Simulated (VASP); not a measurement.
Band structure of PbF2 (fluorite). Level of theory: modified Becke-Johnson potential (mBJ) with spin-orbit coupling, VASP's PBE PAW potentials (set 64) (plane waves; VASP 6.6.1).

mBJ is a potential without an energy functional, so only the levels count.

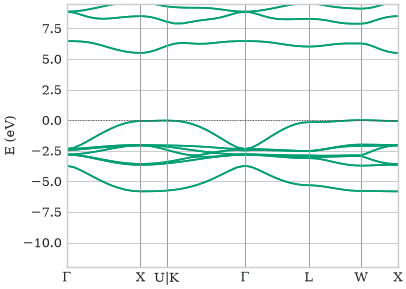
Figure: Bands along high-symmetry lines, zero at the valence-band maximum or, without a gap, the Fermi level

**Question.** Read the plot: is there a gap, and where are the band edges?

**Answer.** The gap is indirect, 5.50 eV, from the valence maximum at W to the conduction minimum at X.

The compound is PbF2 in the fluorite structure, the β form. It was relaxed first. The cell's shape comes from a PBE relaxation.
